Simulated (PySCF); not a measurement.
# F2O2Os (Os(O)2(F)22+): the cost of one run

Method: PBE, Os def2-SVP with ECP60, O def2-SVP, F def2-SVP; scalar-relativistic core potentials, no spin–orbit coupling; program: PySCF 2.14.0.

2 further runs of the same task are left out: 2 for a known fault of the program.

## (1) Starting geometry

5 atoms, charge 2, spin multiplicity 1.

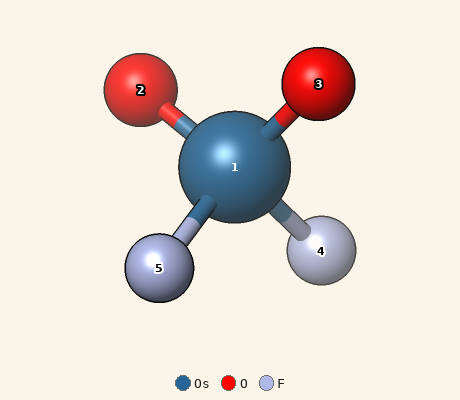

Start geometry, drawn with osmium blue, oxygen red, fluorine light blue; atoms are numbered from 1 in the order of the file.

Coordinates:

```xyz
5

Os    0.0000    0.0000    0.0000
O     0.8459    0.8459    0.8459
O    -0.8459   -0.8459    0.8459
F     0.9732   -0.9732   -0.9732
F    -0.9732    0.9732   -0.9732
```

Formal oxidation states: Os +8.

## (2) SCF at the start, singlet

Input file run.py (the lines that set the calculation):

```python
mol = gto.M(atom='''
Os     0.00000     0.00000     0.00000
O      0.84590     0.84590     0.84590
O     -0.84590    -0.84590     0.84590
F      0.97320    -0.97320    -0.97320
F     -0.97320     0.97320    -0.97320''',
    basis={'Os': 'def2-SVP', 'O': 'def2-SVP', 'F': 'def2-SVP'},
    ecp={'Os': 'def2-SVP'},
    charge=2, spin=0)
mf = dft.RKS(mol, xc='PBE')
mf.grids.atom_grid = (50, 194)
mf = mf.density_fit()  # fitting sets: Os def2-universal-JKFIT, O def2-universal-JKFIT, F def2-universal-JKFIT
mf.conv_tol = 1e-08; mf.max_cycle = 55
mf.kernel(dm0)  # dm0: free metal ions and neutral atoms
```

The run is started by

```sh
OMP_NUM_THREADS=2 python run.py
```

What time and memory should one allow on 2 threads of Arm Neoverse V1, shared host?

About 2.4 s, with a peak of 0.37 GiB.
